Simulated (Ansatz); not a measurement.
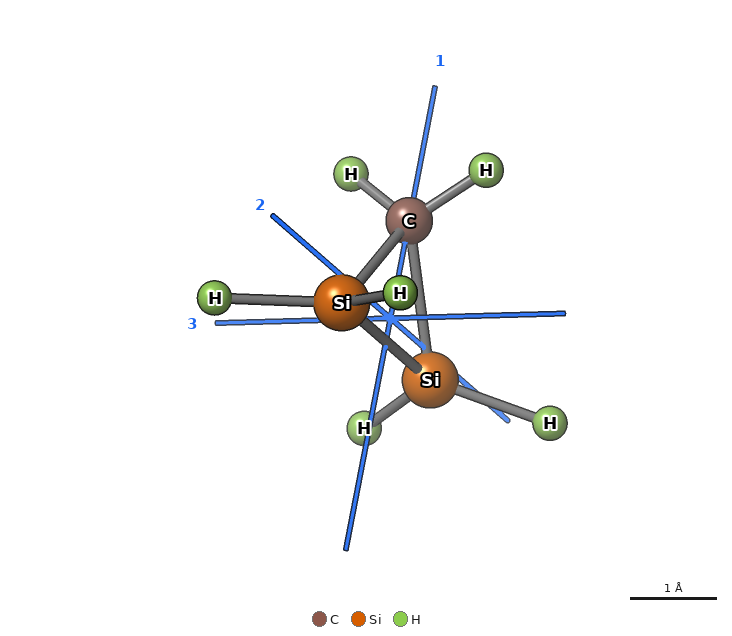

The three principal axes of inertia are drawn and numbered. Depth is shown by fading: the farther an atom, the more it takes the colour of the background. The geometry was computed by an optimisation with PBE-D4/def2-SVP. No frequency run is at hand to confirm it as a minimum. Masses are those of the most abundant isotopes; constants are for the rigid equilibrium geometry.

Q: Which line is the a axis (least moment of inertia), which b and which c?

A: a is line 2, b is line 1, c is line 3; the moments are 40.0, 95.3, 119 u Å².

Q: What kind of rotor is it, and what are its rotational constants in MHz?

A: An asymmetric top (C2v): A = 12638, B = 5302, C = 4237 MHz. Ray's parameter κ is −0.75, nearer the prolate limit.
